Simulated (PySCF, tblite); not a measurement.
# C₅H₃N₃: excited states, first hyperpolarisability

Aim: compute the excited states, first hyperpolarisability of C₅H₃N₃ (`C#Cc1ncncn1`).

Computed with tblite 0.8.0 and PySCF 2.14.0 and routines of our own; the level stands in each step. Atoms count from 0.

## 1. The system as given

11 atoms, charge 0, multiplicity 1; geometry from: force field or distance geometry start.

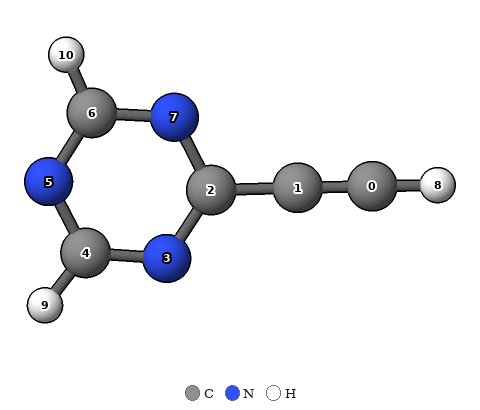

The starting geometry (carbon grey, nitrogen blue, hydrogen white).

## 2. Optimising the geometry with GFN2-xTB

What the job is given:

```
{"job": {"kind": "relax", "xc": "GFN2-xTB", "basis": "xTB"}, "charge": 0, "multiplicity": 1}
C      3.117300    -0.342300    -0.207900
C      1.896200    -0.242400    -0.193800
C      0.478500    -0.136100    -0.130600
N     -0.357200    -1.171100    -0.373700
C     -1.677400    -0.946200    -0.281400
N     -2.169200     0.273900     0.001500
C     -1.354200     1.317200     0.230200
N     -0.011500     1.108700     0.167300
H      4.187900    -0.434900    -0.211800
H     -2.423700    -1.729400    -0.455600
H     -1.681200     2.305500     0.469800
```

Run with:

```bash
$ OMP_NUM_THREADS=1 python excited_run.py task.json out
```

One launch serves the whole session: the jobs run in the order shown.

The program printed:

```text
step      E/eV     max force
  0    -568.65822    4.199
  1    -568.82188    5.025
  2    -568.86355    4.263
  3    -568.99506    1.307
  4    -569.03795    0.531
  5    -569.06368    0.550
  6    -569.06904    0.194
  7    -569.07248    0.217
  8    -569.07617    0.296
  9    -569.07749    0.119
 10    -569.07777    0.040
 11    -569.07792    0.061
 12    -569.07820    0.107
 13    -569.07853    0.108
 14    -569.07889    0.056
 15    -569.07918    0.053
 16    -569.07949    0.071
 17    -569.07989    0.107
 18    -569.08048    0.111
 19    -569.08121    0.081
 20    -569.08183    0.065
 21    -569.08217    0.049
 22    -569.08234    0.050
 23    -569.08246    0.032
 24    -569.08256    0.028
 25    -569.08264    0.029
 26    -569.08270    0.023
 27    -569.08276    0.023
 28    -569.08281    0.020
 29    -569.08284    0.018
 30    -569.08287    0.012
 31    -569.08288    0.011
 32    -569.08289    0.015
 33    -569.08290    0.016
 34    -569.08291    0.009
```

Run time: 0.24 s. Hardware: 1 thread of Arm Neoverse N1, shared host.

Relaxation path: (not every step is listed)

```tsv
step	energy from step 0 (eV)	largest force (eV/Å)
0	0.0000	4.1985
1	-0.1637	5.0249
2	-0.2053	4.2633
3	-0.3368	1.3073
4	-0.3797	0.5309
5	-0.4055	0.5498
6	-0.4108	0.1944
7	-0.4143	0.2166
8	-0.4180	0.2962
10	-0.4195	0.0404
12	-0.4200	0.1070
14	-0.4207	0.0563
16	-0.4213	0.0710
18	-0.4223	0.1105
20	-0.4236	0.0646
22	-0.4241	0.0505
24	-0.4243	0.0282
26	-0.4245	0.0229
28	-0.4246	0.0197
29	-0.4246	0.0182
30	-0.4246	0.0121
31	-0.4247	0.0111
32	-0.4247	0.0147
33	-0.4247	0.0162
34	-0.4247	0.0091
```

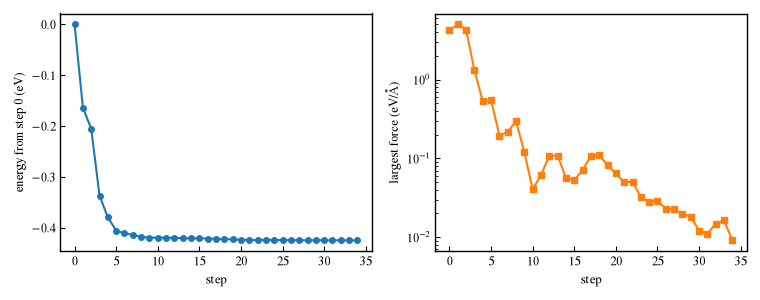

Energy and largest force along the relaxation.

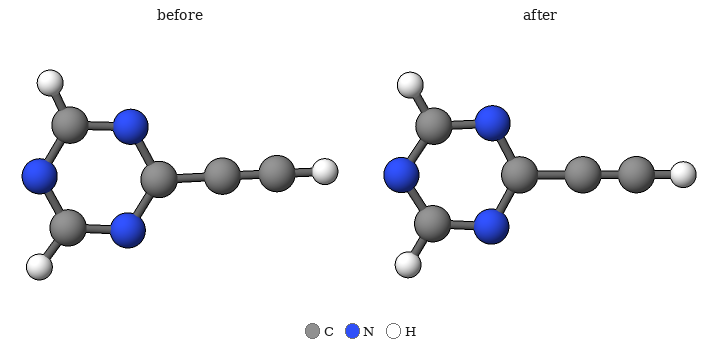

The geometry before (left) and after (right).

Close pairs (by a distance rule), those that changed most:

```tsv
bond	before (Å)	after (Å)	change (Å)
C6–N7	1.360	1.317	-0.043
C2–N7	1.371	1.334	-0.036
N3–C4	1.342	1.317	-0.025
C0–C1	1.225	1.200	-0.025
C0–H8	1.075	1.050	-0.025
C4–N5	1.346	1.324	-0.022
N5–C6	1.344	1.324	-0.020
C2–N3	1.352	1.334	-0.018
```

The next job starts from the end point, and lists it.

## 3. Vibrational analysis with GFN2-xTB

What the job is given:

```
{"job": {"kind": "ir", "xc": "GFN2-xTB", "basis": "xTB"}, "charge": 0, "multiplicity": 1}
C      3.050311    -0.385292    -0.213762
C      1.860221    -0.235160    -0.165477
C      0.454081    -0.057365    -0.108344
N     -0.319187    -1.118522    -0.345190
C     -1.614533    -0.889680    -0.277850
N     -2.177647     0.275885    -0.000236
C     -1.321613     1.261753     0.218745
N     -0.009077     1.160263     0.179377
H      4.090977    -0.517818    -0.255426
H     -2.274098    -1.727965    -0.466987
H     -1.734011     2.236570     0.449107
```

The program printed:

```text
mode    cm-1     km/mol
  1     103.0      0.61
  2     128.4      0.93
  3     256.4      1.04
  4     277.8      0.00
  5     466.7      6.09
  6     493.3      7.70
  7     504.9      2.87
  8     654.5      0.47
  9     663.1      4.76
 10     681.5     35.45
 11     780.1     65.38
 12     816.8     19.97
 13     874.0      0.53
 14     939.5      0.00
 15    1053.1      2.71
 16    1148.6      1.81
 17    1160.2      0.44
 18    1226.1      1.79
 19    1266.6      2.16
 20    1347.7      0.46
 21    1384.5     56.77
 22    1510.8    221.78
 23    1558.1    350.11
 24    2252.0     59.03
 25    3049.5     26.78
 26    3050.5     14.05
 27    3388.2     12.41
```

It took 0.39 s on 1 thread of Arm Neoverse N1, shared host.

The strongest bands and the atoms that carry them (share of the mass-weighted mode):

```tsv
cm⁻¹	km/mol	atoms
682	35.5	H8 49 %, C4 11 %, C6 11 %
780	65.4	C2 41 %, N3 13 %, N7 13 %
817	20.0	C6 16 %, C4 16 %, N5 14 %, C0 12 %
1384	56.8	C2 39 %, N7 15 %, N3 15 %
1511	221.8	C2 32 %, N5 22 %, C6 13 %, C4 13 %
1558	350.1	C6 30 %, C4 30 %, N7 14 %, N3 14 %
2252	59.0	C1 59 %, C0 31 %
3050	26.8	H9 75 %, H10 18 %
```

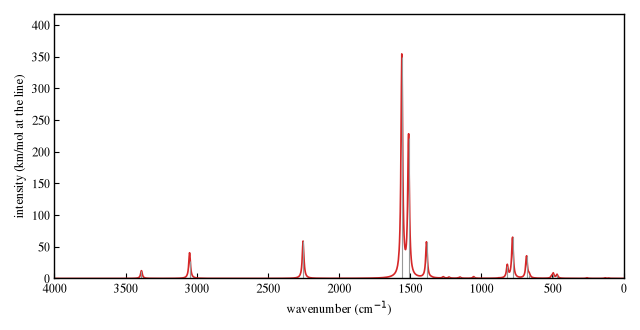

The infrared spectrum from these modes, unscaled. Lines are broadened to a width of 14 cm⁻¹ (Lorentzian).

## 4. Relaxing the molecule at PBE0-D3(BJ)/def2-SVP

The job, as its differences from that of step 3:

```diff
@@ -1,2 +1,2 @@
-{"job": {"kind": "ir", "xc": "GFN2-xTB", "basis": "xTB"}, "charge": 0, "multiplicity": 1}
+{"job": {"xc": "PBE0", "basis": "def2-SVP", "d3": "d3bj", "grid": 1, "kind": "geom"}, "charge": 0, "multiplicity": 1}
 C      3.050311    -0.385292    -0.213762
```

The program printed:

```text
step   0  E = -355.83816999  max force = 0.020919
step   1  E = -355.83967801  max force = 0.004037
step   2  E = -355.83968933  max force = 0.000253
optimisation converged
```

Run time: 23 s. Hardware: 1 thread of Arm Neoverse N1, shared host; peak memory 0.53 GiB.

Relaxation path:

```tsv
step	energy from step 0 (eV)	largest force component (eV/Å)
0	0.0000	1.0757
1	-0.0410	0.2076
2	-0.0413	0.0130
```

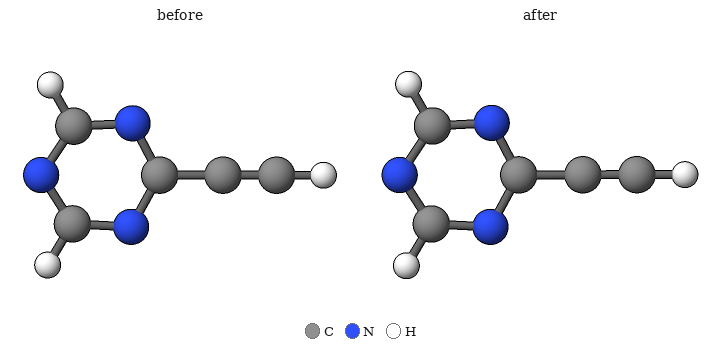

Before and after, at one scale.

Distances of close pairs at the start and the end, largest changes first:

```tsv
bond	before (Å)	after (Å)	change (Å)
C0–H8	1.050	1.075	+0.025
C1–C2	1.418	1.437	+0.019
C6–H10	1.083	1.097	+0.014
C4–H9	1.083	1.097	+0.014
C0–C1	1.200	1.211	+0.010
C6–N7	1.317	1.327	+0.010
N3–C4	1.317	1.327	+0.009
N5–C6	1.324	1.330	+0.006
```

The final coordinates are the input of the step that follows.

```tsv
at the end point	value
point group (found at 0.08 Å tolerance)	C2v
rotational constants (GHz, main isotopes)	6.487, 1.635, 1.306
dipole moment (D)	0.61
```

## 5. Excited states: TDA B3LYP/def2-SVP

What the job is given:

```
{"job": {"kind": "states", "xc": "B3LYP", "basis": "def2-SVP", "tda": true, "soc": true, "nstates": 8, "ntriplets": 5, "nquad": 4}, "charge": 0, "multiplicity": 1}
C      3.049901    -0.345929    -0.218344
C      1.849356    -0.196690    -0.169312
C      0.424226    -0.020747    -0.112078
N     -0.343059    -1.089108    -0.352460
C     -1.648113    -0.860073    -0.287024
N     -2.219000     0.308843    -0.011087
C     -1.359715     1.299075     0.211824
N     -0.037184     1.200526     0.177061
H      4.115846    -0.478689    -0.261797
H     -2.313288    -1.711194    -0.477922
H     -1.779328     2.285437     0.444934
```

Level: TDA B3LYP/def2-SVP excited states, vertical, gas phase, spin-orbit mean-field couplings.

The program printed:

```text
coarse grid: 10480 points
cycle   1  E = -356.1097095477  dE =  1.476e+00  |g| = 5.620e-01  |ddm| = 4.253e+00
cycle   2  E = -356.0449636835  dE =  6.475e-02  |g| = 7.978e-01  |ddm| = 1.633e+00
cycle   3  E = -356.1798159048  dE = -1.349e-01  |g| = 9.118e-02  |ddm| = 8.245e-01
cycle   4  E = -356.1807929684  dE = -9.771e-04  |g| = 6.712e-02  |ddm| = 1.392e-01
cycle   5  E = -356.1818060774  dE = -1.013e-03  |g| = 2.308e-02  |ddm| = 6.487e-02
cycle   6  E = -356.1819362231  dE = -1.301e-04  |g| = 4.328e-03  |ddm| = 2.339e-02
cycle   7  E = -356.1819416180  dE = -5.395e-06  |g| = 9.009e-04  |ddm| = 5.321e-03
final grid: 105136 points
cycle   8  E = -356.2409443796  dE = -2.962e-05  |g| = 2.758e-03  |ddm| = 3.744e-02
cycle   9  E = -356.2409433181  dE =  1.062e-06  |g| = 3.717e-03  |ddm| = 6.292e-03
cycle  10  E = -356.2409462526  dE = -2.934e-06  |g| = 8.031e-04  |ddm| = 3.484e-03
cycle  11  E = -356.2409463950  dE = -1.425e-07  |g| = 3.327e-04  |ddm| = 1.017e-03
cycle  12  E = -356.2409464169  dE = -2.185e-08  |g| = 1.721e-04  |ddm| = 3.624e-04
cycle  13  E = -356.2409464235  dE = -6.575e-09  |g| = 4.619e-05  |ddm| = 1.622e-04
cycle  14  E = -356.2409464239  dE = -4.616e-10  |g| = 1.136e-05  |ddm| = 4.647e-05
converged SCF energy = -356.2409464239

Singlet excitations
state   eV       nm        f     d(h-e)  d(exc)  Lambda  PR(NTO)  |dmu|/D   mu/D   main configurations
  1   4.0166   308.7   0.00000   0.305   2.796   0.462   1.011    1.223    0.610   H->L 0.99
  2   4.2266   293.3   0.00683   1.457   3.096   0.474   1.003    3.608    2.996   H-1->L 0.99
  3   4.5553   272.2   0.00864   0.747   2.528   0.516   1.007    1.743    2.356   H->L+1 0.98
  4   4.5870   270.3   0.00000   0.595   2.429   0.423   1.011    1.028    0.415   H-1->L+1 0.99
  5   4.7457   261.3   0.00000   1.785   3.134   0.385   1.004                     H-3->L 0.98
  6   5.4647   226.9   0.00318   1.867   3.503   0.419   1.397                     H-2->L+1 0.83, H-4->L 0.17
  7   5.5209   224.6   0.33529   1.435   3.117   0.755   1.329                     H-2->L 0.83, H-3->L+2 0.11
  8   5.7832   214.4   0.00007   3.401   4.030   0.170   1.001                     H-3->L+1 0.99

Triplet excitations (Tamm-Dancoff)
state   eV     d(h-e)  d(exc)  Lambda  PR(NTO)   main configurations
  1   3.6702   1.094   2.896   0.480   1.349   H-1->L 0.84, H->L+1 0.14
  2   3.6945   0.370   2.734   0.461   1.123   H->L 0.93
  3   3.8053   0.663   2.937   0.755   1.108   H-2->L 0.93
  4   4.0139   0.422   2.536   0.509   1.382   H->L+1 0.82, H-1->L 0.13
  5   4.3534   0.354   2.432   0.425   1.137   H-1->L+1 0.93
S1 - T1 = 0.3463 eV

Spin-orbit couplings |<S|Hso|T>| (cm-1)
             T1       T2       T3       T4       T5
S0        7.494   19.010    0.034   20.732   12.148
S1       15.714    0.096    8.628    5.169    0.005
S2        0.096   16.224    2.146    0.006    4.307
S3        0.018    3.582    0.787    0.097   17.177
S4        5.472    0.013    1.210   15.978    0.108
S5        5.998    0.014    8.134    1.919    0.000
S6        1.056    2.084    0.120    7.370    1.152
S7        1.006    9.150    0.010    1.717    2.477
S8        0.013    1.623    0.017    0.012    5.375
T1 sublevels (cm-1): 0.000 0.004 0.817   radiative rates (1/s): 37.1 107 0.000861
```

Run time: 23 s. Hardware: 1 thread of Arm Neoverse N1, shared host; peak memory 0.56 GiB.

From this job:

```tsv
quantity	value
S1 less T1	0.35 eV
```

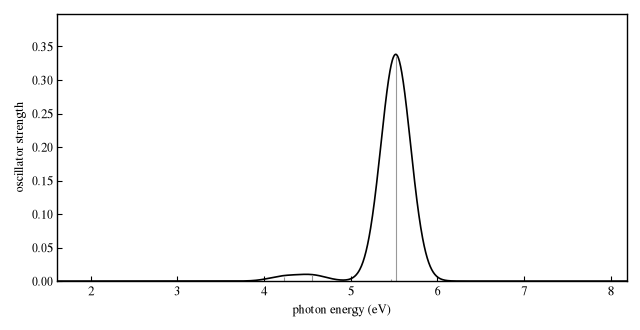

Absorption lines of the singlets. Lines are broadened to a width of 0.40 eV (Gaussian).

## 6. Excited states: TDDFT PBE0/def2-SVPD

The job, as its differences from that of step 5:

```diff
@@ -1,2 +1,2 @@
-{"job": {"kind": "states", "xc": "B3LYP", "basis": "def2-SVP", "tda": true, "soc": true, "nstates": 8, "ntriplets": 5, "nquad": 4}, "charge": 0, "multiplicity": 1}
+{"job": {"kind": "states", "xc": "PBE0", "basis": "def2-SVPD", "tpa": true, "nstates": 6, "nquad": 5, "ntriplets": 0}, "charge": 0, "multiplicity": 1}
 C      3.049901    -0.345929    -0.218344
```

Level: TDDFT PBE0/def2-SVPD excited states, vertical, gas phase, two-photon moments by quadratic response.

The program printed:

```text
coarse grid: 10480 points
cycle   1  E = -355.7441410099  dE =  1.510e+00  |g| = 5.163e-01  |ddm| = 9.683e+00
cycle   2  E = -355.7062565720  dE =  3.788e-02  |g| = 6.876e-01  |ddm| = 3.121e+00
cycle   3  E = -355.8049751153  dE = -9.872e-02  |g| = 7.876e-02  |ddm| = 1.730e+00
cycle   4  E = -355.8055106376  dE = -5.355e-04  |g| = 6.387e-02  |ddm| = 2.059e-01
cycle   5  E = -355.8064456125  dE = -9.350e-04  |g| = 1.878e-02  |ddm| = 1.004e-01
cycle   6  E = -355.8065283830  dE = -8.277e-05  |g| = 3.800e-03  |ddm| = 4.491e-02
cycle   7  E = -355.8065326232  dE = -4.240e-06  |g| = 6.348e-04  |ddm| = 1.029e-02
final grid: 105136 points
cycle   8  E = -355.8491922675  dE = -3.022e-05  |g| = 4.387e-03  |ddm| = 1.402e-01
cycle   9  E = -355.8491920975  dE =  1.700e-07  |g| = 4.849e-03  |ddm| = 3.059e-02
cycle  10  E = -355.8491972012  dE = -5.104e-06  |g| = 9.047e-04  |ddm| = 1.454e-02
cycle  11  E = -355.8491973923  dE = -1.910e-07  |g| = 2.368e-04  |ddm| = 2.239e-03
cycle  12  E = -355.8491974003  dE = -8.074e-09  |g| = 1.371e-04  |ddm| = 6.754e-04
cycle  13  E = -355.8491974046  dE = -4.265e-09  |g| = 2.987e-05  |ddm| = 2.738e-04
cycle  14  E = -355.8491974047  dE = -1.412e-10  |g| = 1.736e-05  |ddm| = 7.172e-05
converged SCF energy = -355.8491974047

Singlet excitations
state   eV       nm        f     d(h-e)  d(exc)  Lambda  PR(NTO)  |dmu|/D   mu/D   delta(TPA)   sigma/GM   main configurations
  1   4.1202   300.9   0.00000   0.316   2.813   0.465   1.008    1.262    0.667        0.48      0.003   H->L 0.99
  2   4.3236   286.8   0.00472   1.424   3.101   0.471   1.012    3.674    3.079        4.25      0.029   H-1->L 0.98
  3   4.6234   268.2   0.00500   0.753   2.563   0.513   1.020    1.860    2.456        1.29      0.010   H->L+1 0.97
  4   4.6936   264.2   0.00000   0.550   2.458   0.432   1.007    0.961    0.366        0.83      0.007   H-1->L+1 1.00
  5   4.7998   258.3   0.00000   1.692   3.102   0.386   1.006    5.079    5.675        0.01      0.000   H-3->L 0.97
  6   5.3755   230.6   0.29778   1.266   3.110   0.741   1.332                                            H-2->L 0.90
```

Wall time 44 s (1 thread of Arm Neoverse N1, shared host); peak memory 0.64 GiB.

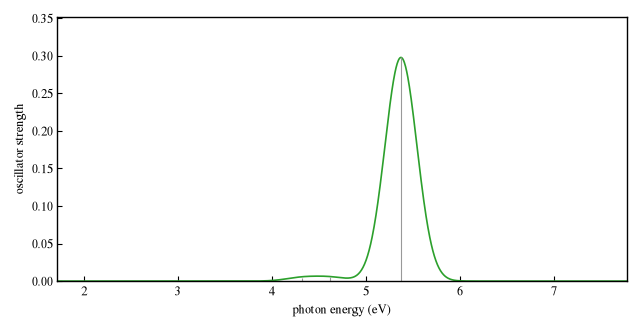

Absorption lines of the singlets. Lines are broadened to a width of 0.40 eV (Gaussian).

## 7. First hyperpolarisability: quadratic response CAM-B3LYP/def2-SVPD

The job, as its differences from that of step 6:

```diff
@@ -1,2 +1,2 @@
-{"job": {"kind": "states", "xc": "PBE0", "basis": "def2-SVPD", "tpa": true, "nstates": 6, "nquad": 5, "ntriplets": 0}, "charge": 0, "multiplicity": 1}
+{"job": {"kind": "beta", "xc": "CAM-B3LYP", "basis": "def2-SVPD", "wavelengths": [1064, 800]}, "charge": 0, "multiplicity": 1}
 C      3.049901    -0.345929    -0.218344
```

Level: quadratic response CAM-B3LYP/def2-SVPD first hyperpolarisability, Taylor convention, gas phase.

The program printed:

```text
coarse grid: 10480 points
cycle   1  E = -355.9355049613  dE =  1.684e+00  |g| = 6.005e-01  |ddm| = 1.089e+01
cycle   2  E = -355.9385814081  dE = -3.076e-03  |g| = 6.531e-01  |ddm| = 3.199e+00
cycle   3  E = -356.0222240359  dE = -8.364e-02  |g| = 6.069e-02  |ddm| = 1.689e+00
cycle   4  E = -356.0226140980  dE = -3.901e-04  |g| = 5.192e-02  |ddm| = 2.706e-01
cycle   5  E = -356.0232121920  dE = -5.981e-04  |g| = 1.586e-02  |ddm| = 1.265e-01
cycle   6  E = -356.0232681926  dE = -5.600e-05  |g| = 3.816e-03  |ddm| = 4.104e-02
cycle   7  E = -356.0232733059  dE = -5.113e-06  |g| = 1.131e-03  |ddm| = 1.148e-02
final grid: 105136 points
cycle   8  E = -356.0840066286  dE = -2.761e-05  |g| = 1.930e-03  |ddm| = 1.124e-01
cycle   9  E = -356.0840070076  dE = -3.790e-07  |g| = 1.805e-03  |ddm| = 1.393e-02
cycle  10  E = -356.0840076483  dE = -6.408e-07  |g| = 3.934e-04  |ddm| = 4.129e-03
cycle  11  E = -356.0840076767  dE = -2.837e-08  |g| = 2.439e-04  |ddm| = 1.164e-03
cycle  12  E = -356.0840076903  dE = -1.357e-08  |g| = 8.937e-05  |ddm| = 6.193e-04
cycle  13  E = -356.0840076920  dE = -1.741e-09  |g| = 1.337e-05  |ddm| = 1.566e-04
cycle  14  E = -356.0840076920  dE = -4.707e-11  |g| = 1.023e-05  |ddm| = 5.150e-05
converged SCF energy = -356.0840076920

Lowest singlets (eV, f): 4.3882 0.0000  4.6557 0.0057  4.8531 0.0057

First hyperpolarisability (au)
process     nm      |vector|   parallel      HRS      DR
static         -      225.23     135.14     103.36   3.761
shg       1064.0      308.14     184.88     139.35   3.919
eope      1064.0      248.93     149.36          -       -
shg        800.0      405.07     243.04     181.27   4.043
eope       800.0      269.59     161.75          -       -
```

It took 46 s on 1 thread of Arm Neoverse N1, shared host; peak memory 0.73 GiB.

## 8. Summary of results

| quantity | value |
| --- | --- |
| strongest single infrared mode (GFN2-xTB) | 1558 cm⁻¹, 350 km/mol |
| zero-point energy (GFN2-xTB) | 44.4 kcal/mol |
| point group | C2v |
| rotational constants (main isotopes) | 6.49, 1.64, 1.31 GHz |
| S1 less T1 (step 5, TDA B3LYP/def2-SVP) | 0.35 eV |
| β vector (step 7, quadratic response CAM-B3LYP/def2-SVPD) | static 225, SHG 1064.0 nm 308, SHG 800.0 nm 405 au |

What this shows: No mode is imaginary among the 27: a minimum at this level. The strongest single mode, at 1558 cm⁻¹, is carried by C6, C4, N7, N3. Unscaled tight-binding wavenumbers are off by several per cent, some by more. Its intensities can rank the bands wrongly. The optimisation took 2 steps and gained 0.041 eV; among the close pairs (by a distance rule), C0–H8 changed most, from 1.050 to 1.075 Å (PBE0/def2-SVP). No frequency check was run at this level, so the end point may be a saddle. In step 5, the number of triplets below S1 is 4, and the largest singlet-triplet spin-orbit coupling is S0–T4, 20.73 cm⁻¹. β grows from 225 au (static) to 405 au for doubling at 800.0 nm: normal dispersion, which grows as twice the photon energy moves toward the bright states.
